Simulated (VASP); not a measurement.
Energy against volume of FeAl (CsCl type). Calculation: PBE GGA with D3 dispersion (Becke-Johnson damping), VASP's PBE PAW potentials (set 64) (plane waves; VASP).

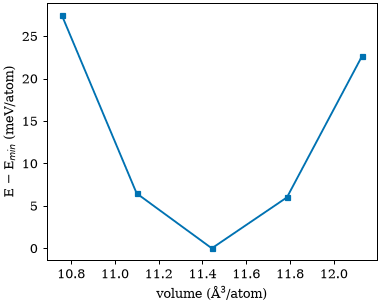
*Energy against volume*

Estimate the equilibrium volume and the bulk modulus.

The minimum lies near 11.4 Å³/atom, and the curvature gives B0 of about 190 GPa.

Measured: bulk modulus 152 GPa (computed value off by +27.5 %), as given by Yamada et al., (2019), arXiv:1910.09660; a 2.910 Å (computed value off by -2.4 %), as given by Yibo Liu et al., IUCrData (2023), doi:10.1107/s2414314623010659. The calculation is for a static lattice, while the measured bulk modulus, a hold thermal and zero-point effects, which are part of the difference.

The compound is FeAl in the CsCl type structure. It was relaxed first, which changed the volume by -7 %. The run is not spin-polarised, so no magnetic state was tried.
